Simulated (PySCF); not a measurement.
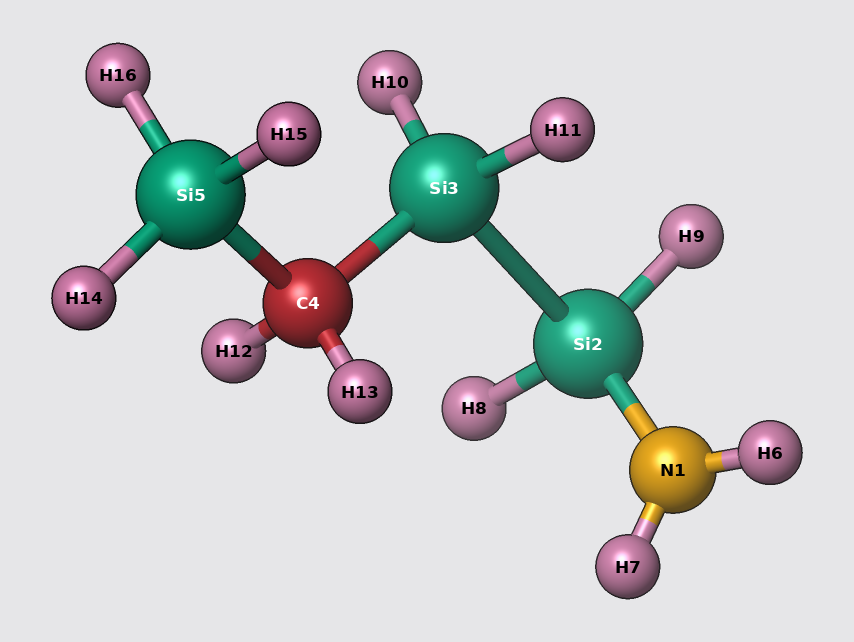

Charge +1, doublet. The geometry was computed by an optimisation with PBE0-D3(BJ)/def2-SVP. No frequency run is at hand to confirm it as a minimum. Level of theory: UKS B3LYP, IGLO-III on C N Si, pcH-1 on H, non-relativistic (PySCF 2.14.0).

Give the isotropic hyperfine couplings (Fermi-contact term alone) of N1, Si2, Si3, C4, Si5, H6, H7, H8, H9, H10, H11, H12, H13, H14, H15, H16.

```tsv
atom	isotope	a_iso (MHz)
N1	14N	13.3
Si2	29Si	−13.5
Si3	29Si	−24.5
C4	13C	−0.9
Si5	29Si	−15.8
H6	1H	−22.1
H7	1H	−22.1
H8	1H	79.5
H9	1H	96.6
H10	1H	65.7
H11	1H	23.5
H12	1H	2.5
H13	1H	1.9
H14	1H	31.9
H15	1H	−0.9
H16	1H	−1.5
```
